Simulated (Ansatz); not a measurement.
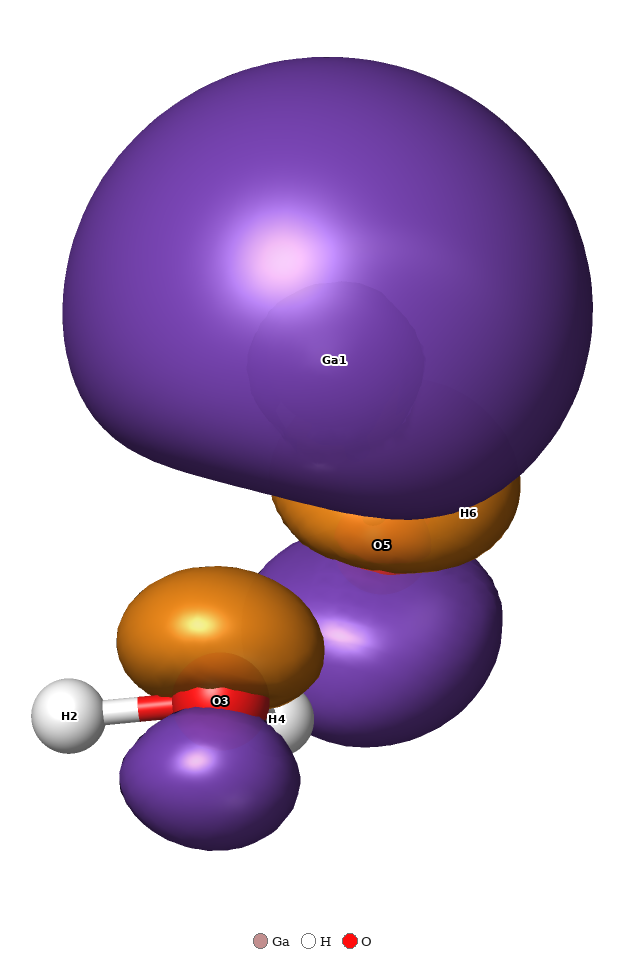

Figure 1: GaHO···H2O. The HOMO at ±0.1 Å⁻³ᐟ² (orange and purple are the two phases), seen at an oblique angle.

These are results of RKS PBE-D4/def2-SVP in Ansatz 0.2.0, not measurements.

| atom | x (Å) | y (Å) | z (Å) |
| --- | --- | --- | --- |
| Ga | -0.6429 | 0.8750 | 0.6109 |
| H | 1.8000 | -0.5257 | 1.1696 |
| O | 1.5448 | 0.0165 | 0.3983 |
| H | 1.0075 | -0.6011 | -0.1862 |
| O | -0.6403 | -0.6470 | -0.5325 |
| H | -1.3848 | -0.9163 | -1.0981 |

### Where does this orbital lie, and at what energy?

By Hirshfeld shares it lies mainly on Ga1 (about 65 %), O5 (about 25 %) and O3 (about 10 %). Its energy is −5.30 eV.
